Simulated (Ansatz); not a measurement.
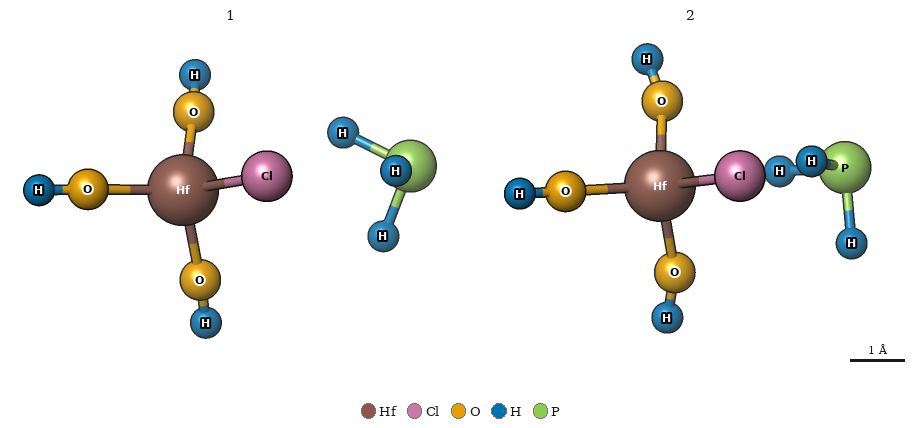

Two geometries of HfPH$_{6}$O$_{3}$Cl, drawn at one scale. One is the start of a relaxation, the other its converged end. Style: ball-and-stick. Shown at a tilt.

The calculation used RKS B3LYP/def2-SVP in Ansatz. Settings: no spin polarisation; force threshold 0.03 eV/Å; at most 50 steps.

Which one is relaxed?

Answer. Structure 1 is the relaxed one. The run prepares an end point of a later path (reaction) calculation, from a guessed geometry. The energy falls by 0.198 eV in 18 accepted moves (19 points after the start). Largest force component: 0.84 eV/Å at the start, 0.019 eV/Å at the end. The line search rejected the trial step at point 14 of the run. The forces were under the threshold at step 13, but the run went on from there. An H atom moves most after the best rigid fit: 0.88 Å. Largest moves by element: H 0.88 Å, P 0.52 Å, O 0.41 Å, Hf 0.36 Å, Cl 0.25 Å. Near-neighbour distances that change, for instance: H–Hf 2.883 → 4.024 Å, H–Hf 3.161 → 3.819 Å, Cl–Hf 2.490 → 2.403 Å, Hf–O 1.916 → 1.925 Å. Bond angles that change, for instance: Hf–O–H 161.5° → 174.3°, Hf–O–H 162.6° → 174.2°, Cl–Hf–O 104.4° → 108.4°.

Limits of the set-up: the start holds two separate molecules, 2.6 Å apart at their closest, whose relative position is a soft coordinate and is computed without a dispersion correction.
